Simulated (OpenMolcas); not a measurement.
**SnO (SMILES [O]=[Sn]), step by step**

Wanted: a single-point energy (singlet SnO, HF/STO-3G), then the energy (singlet SnO, FCI/STO-3G), then the excited states (singlet SnO, FCI/STO-3G), then a single-point energy (doublet SnO+, FCI/STO-3G), then the energy (triplet SnO, FCI/STO-3G), then the excited states (singlet SnO, CIS(20,13)/STO-3G) of OSn. 

The results are computed with OpenMolcas 26.06.

## Step 1: The system as given

The species is SnO (2 atoms), meant as a singlet with charge 0. As SMILES, `[O]=[Sn]`. The coordinates come from a PBE0-D4/def2-TZVP relaxation.

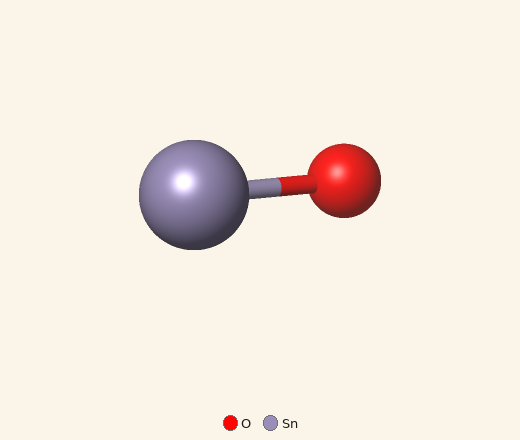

The structure, seen from a chosen angle (oxygen red, tin purple).

## Step 2: A single-point energy at HF/STO-3G (run 1)

step1.input

```
* OSn Hartree-Fock

&GATEWAY
  COORD
  2
  angstrom
  O        0.000000       0.000000      -0.007080
  Sn       0.000000       0.000000       1.810660
  BASIS = STO-3G
  GROUP = NoSym

&SEWARD

&SCF
  PRORBITALS = 1 2
```

On the command line:

```console
$ export MOLCAS_MEM=1860
$ pymolcas step1.input > step1.log
```

Standard output:

```text
--- Start Module: gateway ---
[...]
--- Stop Module: gateway /rc=_RC_ALL_IS_WELL_ ---
--- Start Module: seward ---
[...]
      Basis functions           32
--- Stop Module: seward /rc=_RC_ALL_IS_WELL_ ---
--- Start Module: scf ---
[...]
       Convergence after  12 Iterations
[...]
::    Total SCF energy                              -6037.0464001734
[...]
      Total spin, S                                     0.0000000000
[...]
      Total electronic charge=   58.000000
      Total            charge=   -0.000000
[...]
      Dipole Moment (debye):
      Origin of the operator (angstrom)=    0.0000    0.0000    1.5967
                   X= -2.9746E-15               Y=  1.7940E-15               Z=  1.8519E+00           Total=  1.8519E+00
      Quadrupole Moment (debye*angstrom):
[...]
--- Stop Module: scf /rc=_RC_ALL_IS_WELL_ ---
[...]
```

It took 1.6 s on 1 thread of Arm Neoverse V2, shared host; peak memory 0.37 GiB.

## Step 3: A single-point energy at FCI/STO-3G (run 2)

step2.input

```
&GATEWAY
Coord
2
angstrom
O        0.000000       0.000000      -0.007080
Sn       0.000000       0.000000       1.810660
Basis=STO-3G
Group=NoSym
&SEWARD
&RASSCF
FileOrb=$CurrDir/step1.ScfOrb
Spin=1
Nactel=20 0 0
Inactive=19
Ras2=13
CIRoot=3 3 1
OrbListing=Few
OrbAppear=Compact
CIOnly
```

On the command line:

```console
$ export MOLCAS_MEM=1860
$ pymolcas step2.input > step2.log
```

Standard output:

```text
--- Start Module: gateway ---
[...]
--- Stop Module: gateway /rc=_RC_ALL_IS_WELL_ ---
--- Start Module: seward ---
[...]
      Basis functions           32
[...]
--- Start Module: rasscf ---
[...]
      Number of active orbitals                 13
[...]
      Spin quantum number                      0.0
[...]
      Active orbitals                           13
[...]
      Number of CSFs                         26026
[...]
      Number of root(s) required                 3
[...]
      printout of CI-coefficients larger than  0.05 for root  1
      energy=   -6037.216851
      conf/sym  1111111111111     Coeff  Weight
             1  2222222222000  -0.90563 0.82016
             4  2222222u22d00   0.09923 0.00985
            11  2222222ud2200   0.05952 0.00354
            13  2222222022200   0.14665 0.02151
            17  22222222u20d0  -0.09923 0.00985
            24  2222222202ud0  -0.05952 0.00354
[...]
      Natural orbitals and occupation numbers for root  1
      sym 1:   1.998357   1.999935   1.999935   1.999929   1.999929   1.999838   1.970865   1.868141   1.868141   1.946277
               0.148300   0.148300   0.052053
      Natural orbitals and occupation numbers for root  2
      sym 1:   1.999264   1.999919   1.999919   1.999778   1.999778   1.999851   1.971572   1.492875   1.492874   1.947246
               0.528137   0.528137   0.040649
      Natural orbitals and occupation numbers for root  3
      sym 1:   1.997167   1.999926   1.999916   1.999771   1.999771   1.999851   1.968783   1.497622   1.497622   1.931338
               0.534191   0.534191   0.039851
[...]
::    RASSCF root number  1 Total energy:  -6037.21685138
::    RASSCF root number  2 Total energy:  -6037.06132880
::    RASSCF root number  3 Total energy:  -6037.05977193
[...]
      Total electronic charge=   58.000000
      Total            charge=   -0.000000
[...]
```

It took 29 s on 1 thread of Arm Neoverse V2, shared host; peak memory 0.37 GiB.

The roots found:

| excited state | energy (eV) |
| --- | --- |
| 1 | 4.232 |
| 2 | 4.274 |

## Step 4: The vertical excitations at FCI/STO-3G (run 3)

step3.inp

```
* OSn full CI
&GATEWAY
Coord
2
angstrom
O        0.000000       0.000000      -0.007080
Sn       0.000000       0.000000       1.810660
Basis=STO-3G
Group=NoSym
&SEWARD
&RASSCF
FileOrb=$CurrDir/step1.ScfOrb
Spin=1
Nactel=20 0 0
Inactive=19
Ras2=13
CIRoot=6 6 1
OrbListing=Few
OrbAppear=Compact
CIOnly
&RASSI
NrOfJobIphs=1 all
```

On the command line:

```console
$ export MOLCAS_MEM=1860
$ pymolcas step3.inp > step3.log
```

Standard output:

```text
--- Start Module: gateway ---

                                              &GATEWAY

                       available to each process: 1.9 GB of memory, 1 thread

++    Symmetry information:
      ---------------------

                    Character Table for C1

                             E
                    a        1  x, y, xy, Rz, z, xz, Ry, yz, Rx, I
--

++    Basis set information:
      ----------------------

      Basis set label: O.STO-3G.........

[... 85 lines left out ...]
      Nuclear repulsion energy =  116.44728301
[... 110 lines left out ...]
      printout of CI-coefficients larger than  0.05 for root  4
[... 38 lines left out ...]
      Natural orbitals and occupation numbers for root  4
[... 37 lines left out ...]
::    RASSCF root number  6 Total energy:  -6037.05647176
[... 296 lines left out ...]
      Dipole Moment (debye):
[... 23 lines left out ...]
      Spin density orbitals for root   6 are written to the SPDORB.6 file
[... 61 lines left out ...]
       EIGENSTATES OF A SPIN-FREE HAMILTONIAN WILL BE COMPUTED BASED ON:

  A Hamiltonian matrix computed by RASSI.

  Nr of states:                    6

   State:        1   2   3   4   5   6
  JobIph:        1   1   1   1   1   1
 Root nr:        1   2   3   4   5   6
```

Run time: 4.1 min. Hardware: 1 thread of Arm Neoverse V2, shared host.

Time ran out before the run finished.

## Step 5: The doublet cation: the energy at FCI/STO-3G (run 4)

step4.input

```
&GATEWAY
  Coord
  2
  angstrom
  O        0.000000       0.000000      -0.007080
  Sn       0.000000       0.000000       1.810660
  Basis=STO-3G
  Group=NoSym

&SEWARD

&RASSCF
  FileOrb=$CurrDir/step1.ScfOrb
  Spin=2
  Nactel=19 0 0
  Inactive=19
  Ras2=13
  CIRoot=3 3 1
  OrbListing=Few
  OrbAppear=Compact
  CIOnly
```

On the command line:

```console
$ export MOLCAS_MEM=1860
$ pymolcas step4.input > step4.log
```

Standard output:

```text
--- Start Module: gateway ---
[...]
--- Stop Module: gateway /rc=_RC_ALL_IS_WELL_ ---
--- Start Module: seward ---
[...]
      Basis functions           32
[...]
--- Start Module: rasscf ---
[...]
      Number of active orbitals                 13
[...]
      Spin quantum number                      0.5
[...]
      Active orbitals                           13
[...]
      Number of CSFs                        104104
[...]
      Number of root(s) required                 3
[...]
      printout of CI-coefficients larger than  0.05 for root  1
      energy=   -6037.018928
      conf/sym  1111111111111     Coeff  Weight
             1  222222222u000   0.89718 0.80494
             6  2222222u2du00  -0.05506 0.00303
            16  2222222udu200   0.05042 0.00254
            17  222222202u200   0.12361 0.01528
            22  22222222ud0u0   0.05506 0.00303
            30  2222222ududu0  -0.05192 0.00270
[...]
      Natural orbitals and occupation numbers for root  1
      sym 1:   1.994247   1.999933   1.999933   1.999900   1.999900   1.999218   1.883421   1.868412   1.868412   1.054278
               0.144883   0.144883   0.042580
      Natural orbitals and occupation numbers for root  2
      sym 1:   1.997523   1.999901   1.999895   1.999932   1.999683   1.999880   1.967114   0.995716   1.931933   1.903731
               0.063767   0.093123   0.047802
      Natural orbitals and occupation numbers for root  3
      sym 1:   1.997523   1.999901   1.999895   1.999683   1.999932   1.999880   1.967114   1.931933   0.995716   1.903731
               0.093123   0.063767   0.047802
[...]
::    RASSCF root number  1 Total energy:  -6037.01892823
::    RASSCF root number  2 Total energy:  -6036.99809862
::    RASSCF root number  3 Total energy:  -6036.99809862
[...]
      Total electronic charge=   57.000000
      Total            charge=    1.000000
[...]
```

Run time: 1.8 min. Hardware: 1 thread of Arm Neoverse V2, shared host; peak memory 0.37 GiB.

The roots found:

| excited state | energy (eV) |
| --- | --- |
| 1 | 0.567 |
| 2 | 0.567 |

## Step 6: The triplet: a single-point energy at FCI/STO-3G (run 5)

step5.input

```
>>> EXPORT MOLCAS_PRINT=2

&GATEWAY
  Coord
  2
  angstrom
  O        0.000000       0.000000      -0.007080
  Sn       0.000000       0.000000       1.810660
  Basis = STO-3G
  Group = NoSym

&SEWARD

&RASSCF
  FileOrb = $CurrDir/step1.ScfOrb
  Spin = 3
  Nactel = 20 0 0
  Inactive = 19
  Ras2 = 13
  CIRoot = 3 3 1
  OrbListing = Few
  OrbAppear = Compact
  CIOnly
```

On the command line:

```console
$ export MOLCAS_MEM=1860
$ pymolcas step5.input > step5.log
```

Standard output:

```text
--- Start Module: gateway ---
[...]
--- Stop Module: gateway /rc=_RC_ALL_IS_WELL_ ---
--- Start Module: seward ---
[...]
      Basis functions           32
[...]
--- Start Module: rasscf ---
[...]
      Number of active orbitals                 13
[...]
      Spin quantum number                      1.0
[...]
      Active orbitals                           13
[...]
      Number of CSFs                         39039
[...]
      Number of root(s) required                 3
[...]
      printout of CI-coefficients larger than  0.05 for root  1
      energy=   -6037.103653
      conf/sym  1111111111111     Coeff  Weight
             2  22222222u2u00  -0.19792 0.03917
             3  2222222u22u00  -0.63785 0.40686
             8  22222222u20u0   0.63785 0.40686
             9  2222222u220u0  -0.19792 0.03917
            18  2222222uu2du0  -0.11200 0.01255
            26  22222220u22u0   0.06417 0.00412
[...]
      Natural orbitals and occupation numbers for root  1
      sym 1:   1.998927   1.999944   1.999944   1.999774   1.999774   1.999806   1.975252   1.476425   1.476425   1.947938
               0.537705   0.537705   0.050380
      Natural orbitals and occupation numbers for root  2
      sym 1:   1.994776   1.999968   1.999962   1.999957   1.999888   1.999199   1.905669   1.966109   1.817470   1.047353
               1.032038   0.194176   0.043435
      Natural orbitals and occupation numbers for root  3
      sym 1:   1.994776   1.999968   1.999962   1.999888   1.999957   1.999199   1.905669   1.817470   1.966109   1.047353
               0.194176   1.032038   0.043435
[...]
::    RASSCF root number  1 Total energy:  -6037.10365337
::    RASSCF root number  2 Total energy:  -6037.09192951
::    RASSCF root number  3 Total energy:  -6037.09192951
[...]
      Total electronic charge=   58.000000
      Total            charge=   -0.000000
[...]
```

It took 42 s on 1 thread of Arm Neoverse V2, shared host; peak memory 0.37 GiB.

The roots found:

| excited state | energy (eV) |
| --- | --- |
| 1 | 0.319 |
| 2 | 0.319 |

## Step 7: The excited states at CIS(20,13)/STO-3G (run 6)

step6.input

```
&GATEWAY
 Coord
 2
 angstrom
 O        0.000000       0.000000      -0.007080
 Sn       0.000000       0.000000       1.810660
 Basis = STO-3G
 Group = NoSym

&SEWARD

&RASSCF
 FileOrb = $CurrDir/step1.ScfOrb
 Spin = 1
 Nactel = 20 1 1
 Inactive = 19
 Ras1 = 10
 Ras2 = 0
 Ras3 = 3
 CIRoot = 5 5 1
 OrbListing = Few
 OrbAppear = Compact
 CIOnly

&RASSI
 NrOfJobIphs = 1 all
```

On the command line:

```console
$ export MOLCAS_MEM=1860
$ pymolcas step6.input > step6.log
```

Standard output:

```text
[...]
      Basis functions           32
[...]
      Number of active orbitals                 13
[...]
      Spin quantum number                      0.0
[...]
      Active orbitals                           13
[...]
      Number of CSFs                            31
[...]
      Number of root(s) required                 5
[...]
      Natural orbitals and occupation numbers for root  1
      sym 1:   2.000000   2.000000   2.000000   2.000000   2.000000   2.000000   2.000000   2.000000   2.000000   2.000000
              -0.000000  -0.000000   0.000000
      Natural orbitals and occupation numbers for root  2
      sym 1:   2.000000   2.000000   2.000000   2.000000   2.000000   2.000000   2.000000   1.500000   1.500000   2.000000
               0.500000   0.500000   0.000000
      Natural orbitals and occupation numbers for root  3
      sym 1:   2.000000   2.000000   2.000000   2.000000   2.000000   2.000000   2.000000   1.500000   1.500000   2.000000
               0.500000   0.500000   0.000000
      Natural orbitals and occupation numbers for root  4
      sym 1:   2.000000   2.000000   2.000000   2.000000   2.000000   2.000000   2.000000   1.500000   1.500000   2.000000
               0.500000   0.500000   0.000000
      Natural orbitals and occupation numbers for root  5
      sym 1:   2.000000   1.999996   2.000000   2.000000   2.000000   2.000000   2.000000   2.000000   1.999913   1.000092
               0.000004   0.999908   0.000087
[...]
::    RASSCF root number  1 Total energy:  -6037.04640017
::    RASSCF root number  2 Total energy:  -6036.93201656
[...]
::    RASSI State    2     Total energy:   -6036.93201656237125
::    RASSI State    3     Total energy:   -6036.91069722941029
::    RASSI State    4     Total energy:   -6036.91069722941029
::    RASSI State    5     Total energy:   -6036.90682329160245
[...]
```

It took 4.2 s on 1 thread of Arm Neoverse V2, shared host; peak memory 0.37 GiB.

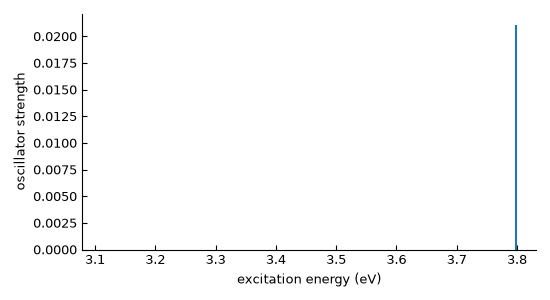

Vertical excitations as sticks.

The roots found:

| excited state | energy (eV) | strength |
| --- | --- | --- |
| 1 | 3.113 | 0.0000 |
| 2 | 3.693 | 0.0000 |
| 3 | 3.693 | 0.0000 |
| 4 | 3.798 | 0.0211 |

## Step 8: What came out

| quantity | value |
| --- | --- |
| run 1, HF/STO-3G: total energy | -6037.04640 Eh |
| run 1, HF/STO-3G: dipole moment | 1.85 D |
| run 1, HF/STO-3G: HOMO energy | -5.95 eV |
| run 1, HF/STO-3G: LUMO energy | 5.84 eV |
| run 1, HF/STO-3G: HOMO–LUMO gap | 11.79 eV |
| run 2, FCI/STO-3G: total energy | -6037.21685 Eh |
| run 2, FCI/STO-3G: dipole moment (CI density) | 0.53 D |
| run 2, FCI/STO-3G: lowest excitation energy within this active space | 4.23 eV |
| doublet cation: total energy | -6037.01893 Eh |
| doublet cation: lowest excitation energy within this active space | 0.57 eV |
| triplet: total energy | -6037.10365 Eh |
| triplet: dipole moment (CI density) | 0.53 D |
| triplet: lowest excitation energy within this active space | 0.32 eV |
| run 6, CIS(20,13)/STO-3G: ground-state or mean-field energy | -6037.04640 Eh |
| run 6, CIS(20,13)/STO-3G: dipole moment (CI density) | 1.85 D |
| run 6, CIS(20,13)/STO-3G: lowest excitation energy within this active space | 3.11 eV |
| run 3, FCI/STO-3G | no result (timeout) |
| vertical ionisation energy (to the doublet cation) | 5.386 eV |
| vertical energy of the triplet above the singlet | 3.080 eV |

**Reading.** The vertical ionisation energy comes to 5.39 eV (520 kJ/mol). In a minimal basis such a difference can be off by several eV, whatever the method. At this shape the triplet lies 3.08 eV (71 kcal/mol) above the singlet. Relativity is left out (run 1, HF/STO-3G) although the molecule holds a heavy atom. Excitation energies in a minimal basis are rough. Relativity is left out (run 2, FCI/STO-3G) although the molecule holds a heavy atom. 1 of the 6 runs did not end normally.
